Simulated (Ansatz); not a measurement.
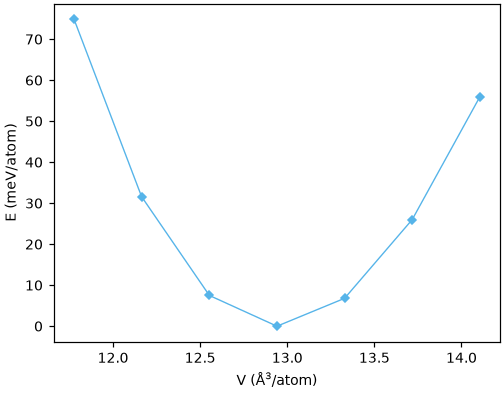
V (bcc (W type), Im-3m) under volume change, PBEsol (plane waves, PAW; program Ansatz), scaled uniformly.

Q: What does a third-order Birch–Murnaghan fit give for V₀, B₀ and B′?

A: V₀ = 12.94 Å³/atom, B₀ = 197 GPa, B′ = 3.8.

The cell was relaxed with PBEsol under the symmetry of its start. The workflow began spin-polarised and lost its moments.

Potentials: the later of the program's two PAW sets.
